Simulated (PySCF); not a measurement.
Te(SMe)(GeH3), SMILES CS[Te][GeH3] (CH₆GeSTe) at its PBE0/def2-SVP optimised geometry (Å):

```
10

Te    -1.4756    -0.4763     0.0000
S     -1.6161     1.9420     0.0000
C     -1.6159     2.3493     1.7682
H     -2.4878     1.9226     2.2824
H     -1.6746     3.4479     1.8171
H     -0.6903     2.0210     2.2611
Ge     1.0957    -0.4763     0.0000
H      1.5998     0.3184     1.2176
H      1.5624    -1.9420     0.0999
H      1.6161     0.1617    -1.2977
```

Computed with PBE0/def2-TZVP, def2 effective core potentials past Kr run with PySCF 2.14.0. The core electrons that the potentials of Te replace are not part of the density.

Map of the Laplacian of the electron density (e/bohr⁵), clipped to [-1.50, 1.50] on the plane z = 1.2 Å:

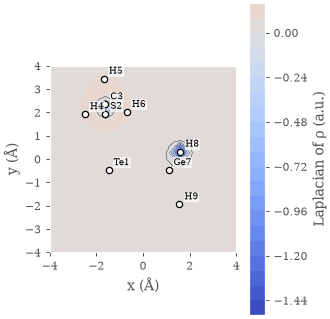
*Laplacian of the electron density (e/bohr⁵), clipped to [-1.50, 1.50] on the plane z = 1.2 Å.*
